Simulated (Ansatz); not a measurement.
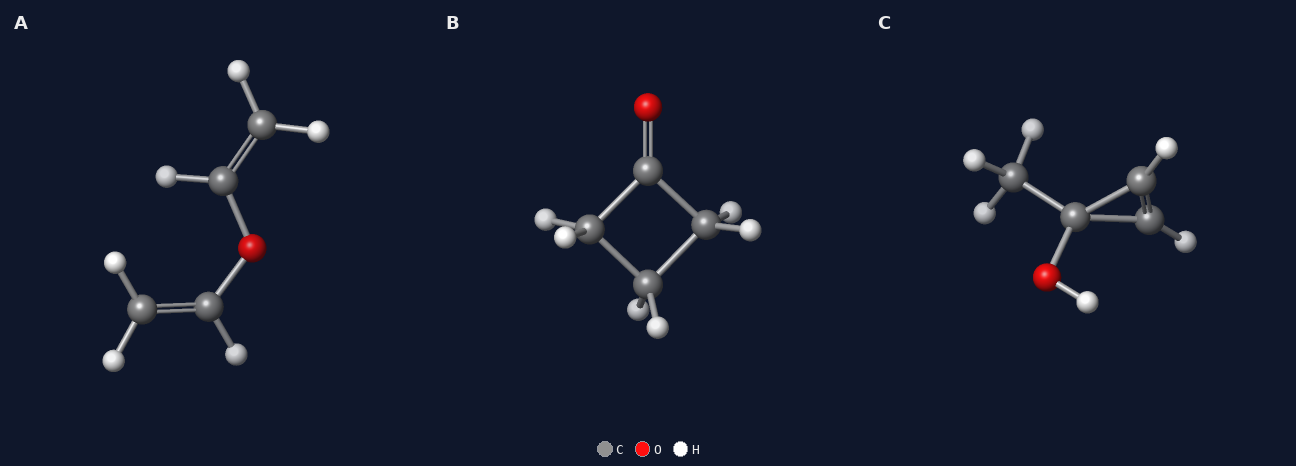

3 stationary structures of one formula. Geometries: PBE-D4/def2-SVP. Electronic energies: PBE-D4/def2-SVP (Ansatz 0.2.0), without zero-point energy. No frequency run is at hand to confirm each as a minimum. Each is one conformer, not always the lowest.

How are they related?

Answer. They are constitutional isomers of C4H6O: A `C=COC=C`, B `O=C1CCC1`, C `CC1(O)C=C1`.

Which structure is the most stable?

Answer. B is lowest; A lies 94.1 kJ/mol above it, C lies 175.9 kJ/mol above it.
